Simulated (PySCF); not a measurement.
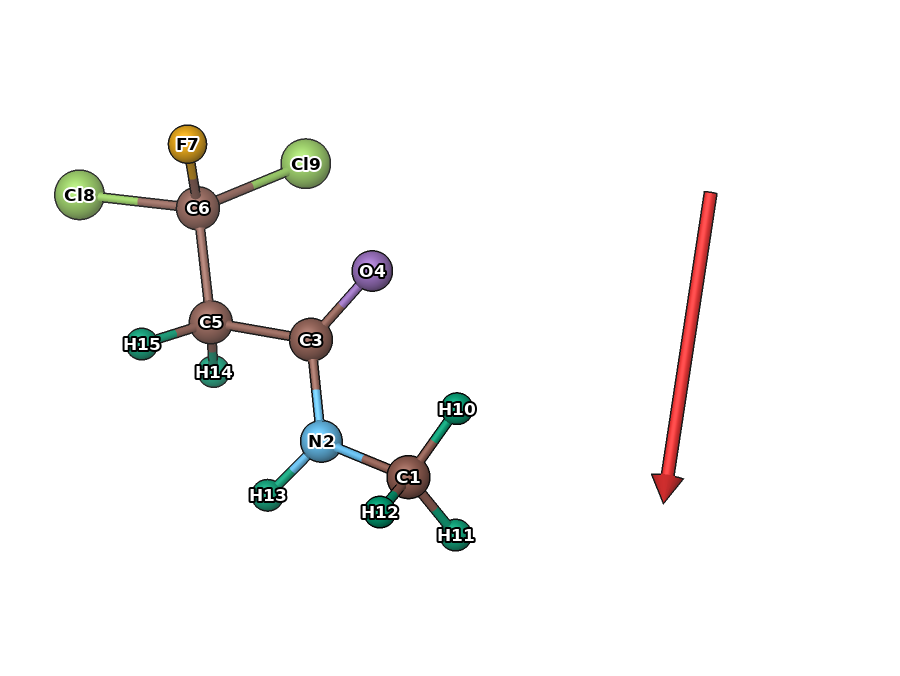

The arrow beside the molecule shows the direction of the dipole moment, from the negative to the positive end (its length means nothing). Computed geometry: GFN2-xTB optimisation. No frequency run is at hand to confirm it as a minimum. Level of theory: PBE0/def2-SVPD, gas phase (PySCF 2.14.0).

Estimate the dipole moment.

Answer. 5.37 D; it points from the side of Cl9 to the side of H11, H12 (the outermost atoms at the two ends).
